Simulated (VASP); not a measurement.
Energy against volume of CsSnI$_{3}$ (cubic perovskite). These are TPSS meta-GGA, VASP's PBE PAW potentials (set 64) (plane waves; VASP) values and carry that method's errors.

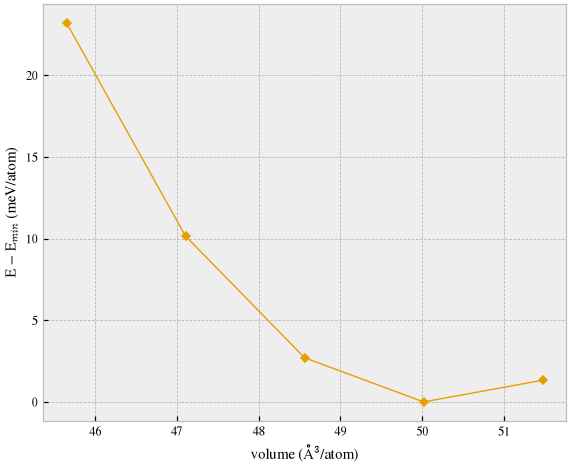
Fig. 1. Energy against volume

**Question.** Estimate the equilibrium volume and the bulk modulus.

**Answer.** The minimum lies near 50.2 Å³/atom, and the curvature gives B0 of about 15 GPa.

The compound is CsSnI3 in the cubic perovskite structure, the ideal cubic form; the compound distorts at low or room temperature. It was relaxed first.
